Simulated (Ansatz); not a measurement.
The starting structures come from a database of crystals and need not be the phases stable at ambient conditions.

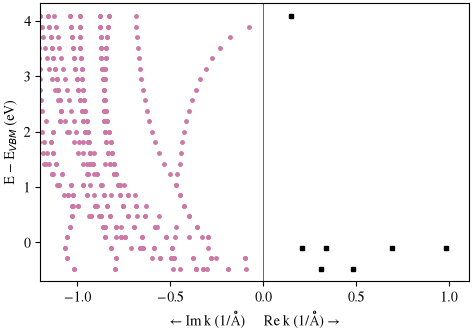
Complex bands at the centre of the two-dimensional zone; PBEsol run with Ansatz (an electronic-structure program)

The gap is the functional's own, uncorrected, and κ follows it; spin-orbit coupling is left out. Mid-gap values are interpolated between the computed energies.

This is CdSnF₆ (R-3, not sure to be the ambient phase, 8 atoms a cell, 14.8 Å³ an atom) along the normal of (110). Read off the slowest decay at the centre of the two-dimensional zone at 2.00 eV, the computed energy nearest the middle of the gap.

κ ≈ 0.42 1/Å, a decay length 1/(2κ) of the density of 1.2 Å.
